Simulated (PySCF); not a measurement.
## Electronic structure of C5H8BrGa (SMILES CCC#C[CH2][GaH][Br]) in real space

Input

```
{"job": {"kind": "uv", "xc": "B3LYP", "basis": "def2-SVPD", "nstates": 8, "ntriplets": 3}, "charge": 0, "multiplicity": 1}
C     -2.607692    -0.382991     0.687447
C     -1.574535    -0.974405    -0.272136
C     -0.384598    -0.148699    -0.337354
C      0.544611     0.612938    -0.403711
C      1.734881     1.429804    -0.434605
Ga     3.194984     0.300249     0.499691
Br     2.617784    -1.748713     1.342002
H     -2.188240    -0.295344     1.687046
H     -3.484337    -1.024706     0.734164
H     -2.916379     0.605803     0.354470
H     -2.001956    -1.062264    -1.275610
H     -1.283739    -1.973012     0.065310
H      2.032977     1.664808    -1.463173
H      1.581179     2.371871     0.105079
H      4.730649     0.632652     0.747020
```

Command:

```sh
OMP_NUM_THREADS=1 python probes_run.py task.json out
```

Geometry: GFN2-xTB.

These are results of B3LYP/def2-SVPD, SCF density, gas phase (PySCF), not measurements.

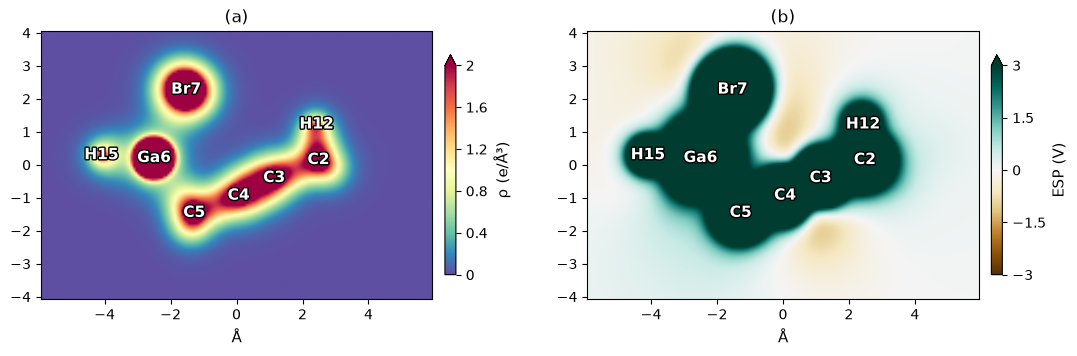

Figure 1. (a) total electron density; (b) electrostatic potential on the plane of atoms C4, C5 and Ga6.

Read the bonding off the picture.

The plane passes through C, Ga, Br and H nuclei.
C–C (1.20 Å): the density is about 2.7 e/Å³ at the midpoint.
C–Ga (2.07 Å): ρ is about 0.67 e/Å³ halfway.
Ga–Br (2.29 Å): the density is about 0.63 e/Å³ at the midpoint.
C–H (1.09 Å): ρ at the midpoint is about 2 e/Å³.
Ga–H (1.59 Å): the density is about 0.91 e/Å³ at the midpoint.
Outside the dense part of the molecule the potential is most negative (−1.0 V) near C3.

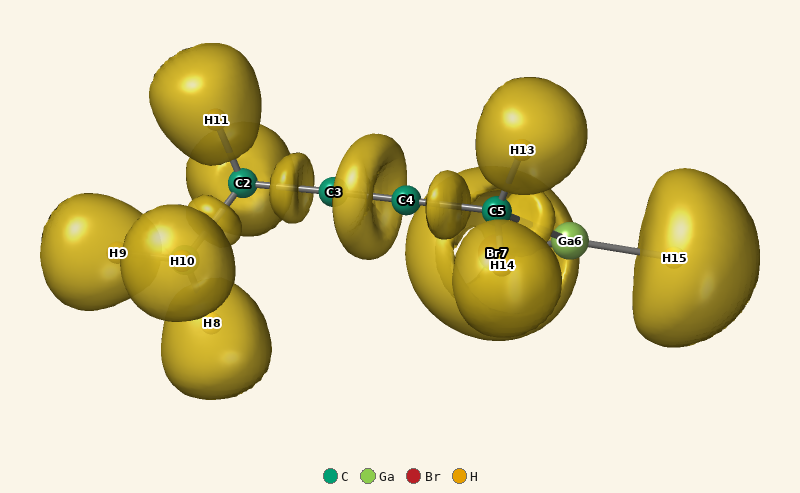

Figure 2. Isosurface of the electron localisation function at 0.8 (yellow), seen from one side. Core shells and regions of very low density are left out.

Identify the bonds, lone pairs and shells in this picture.

The surface consists of four regions between bonded C–C atoms (shared pairs), eight regions around hydrogen nuclei, one lobe of the valence shell of C pointing towards Ga (polar bonds) and one ring or bowl of non-bonding electrons around Br. Profiles from the grid: C–C (1.20 Å): the ELF peaks at about 0.80 between the atoms; a multiple bond. C–Ga (2.07 Å): the ELF peaks at about 0.90 in the valence shell of C, 0.8 Å from its nucleus, and is about 0.65 at the midpoint.

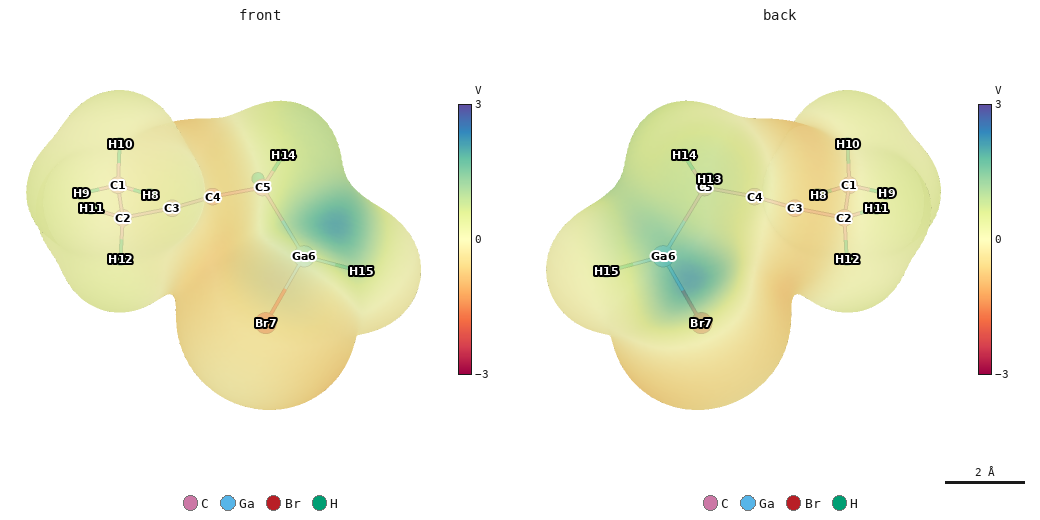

Figure 3. The electrostatic potential painted on the density surface at 0.001 e/bohr³, seen from the front and from behind; red is negative and blue positive.

Describe the electrostatic potential map.

The most negative region (about −0.7 V) lies over C3, C4 and Br7, the most positive (about +2.0 V) over Ga6.
